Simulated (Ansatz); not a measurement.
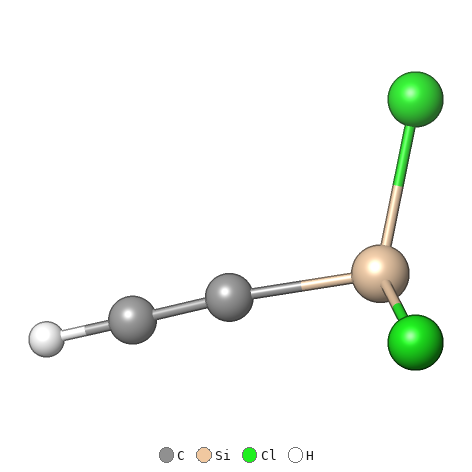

The picture shows a molecular structure as a ball-and-stick model.

Charge 0, doublet.

Identify the structure.

The molecule is C₂HCl₂Si. Its SMILES string is `C#C[Si](Cl)Cl`. It has no ring. Among its groups: alkyne. This geometry has Cs symmetry. It is an open-shell species. Coordination: 2 C linear; 1 Si trigonal pyramidal.

The parts below concern this one geometry. Atoms keep their numbers from picture to picture. Computed geometry: PBE0-D4/def2-TZVP optimisation.

## Geometry

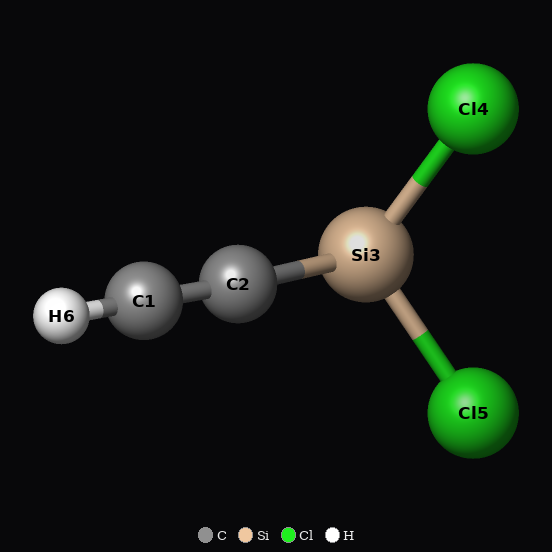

Atoms carry their numbers in the input.

What are the angles C2–C1–H6, C1–C2–Si3, C2–Si3–Cl4, Cl4–Si3–Cl5?

```csv
angle,degrees
C2–C1–H6,179.0
C1–C2–Si3,172.9
C2–Si3–Cl4,109.7
Cl4–Si3–Cl5,110.2
```

## Levels of theory compared

Program: Ansatz 0.2.0.

Compare dipole (D), HOMO energy (eV) at these levels: B3LYP-D4/def2-TZVPP; PBE-D4/def2-TZVPP; r2SCAN-D4/def2-TZVPP; ωB97M-V/def2-TZVPP.

```tsv
level	dipole (D)	HOMO energy (eV)
B3LYP-D4/def2-TZVPP	1.78	−6.39
PBE-D4/def2-TZVPP	1.65	−5.51
r2SCAN-D4/def2-TZVPP	1.79	−5.88
ωB97M-V/def2-TZVPP	1.81	−8.40
```

## Thermal motion

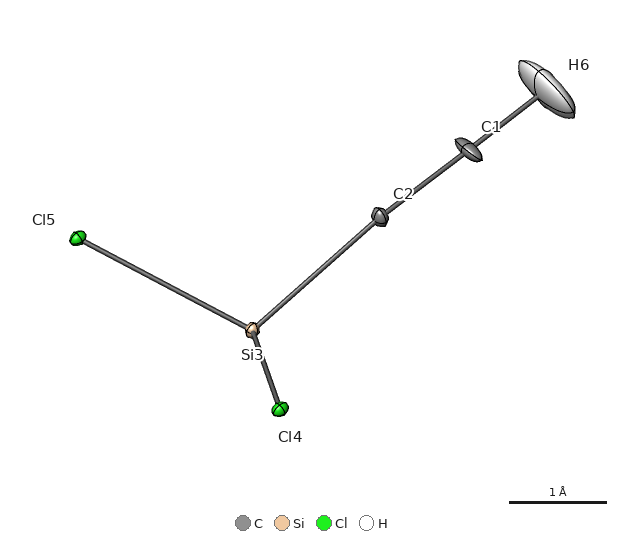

Displacement ellipsoids at the 50 % level, from the internal vibrations of the free molecule (harmonic, no overall translation or rotation; no half-axis is drawn under 0.075 Å). Vibrations computed with UKS PBE0-D4/def2-TZVP (Ansatz 0.2.0). Temperature: 200 K.

Question: Which atom has the largest mean-square displacement?

Answer: H6, with U_eq = 0.0441 Å².

Question: Does H6 move more along its bond or across it?

Answer: Across it: the root-mean-square amplitude is 0.086 Å along the bond and up to 0.281 Å across, since bending and torsion are softer than stretching.

Give the displacement parameters, one line for each set of equivalent atoms.

```tsv
atom	U_eq (Å²)	rms amplitudes (Å)
C1	0.0080	0.041, 0.075, 0.129
C2	0.0041	0.050, 0.065, 0.075
Si3	0.0022	0.040, 0.043, 0.056
Cl4, Cl5	0.0019	0.017, 0.045, 0.059
H6	0.0441	0.084, 0.215, 0.281
```

## Charges

The questions are on Mulliken charges. Level of theory: UKS r2SCAN-D4/def2-TZVPP (Ansatz 0.2.0).

List the Mulliken charges.

```csv
atom,value (e)
C1,−0.11
C2,−0.28
Si3,0.57
Cl4,−0.20
Cl5,−0.20
H6,0.22
```

Mulliken values depend strongly on the basis set and can even reverse the polarity of a bond.
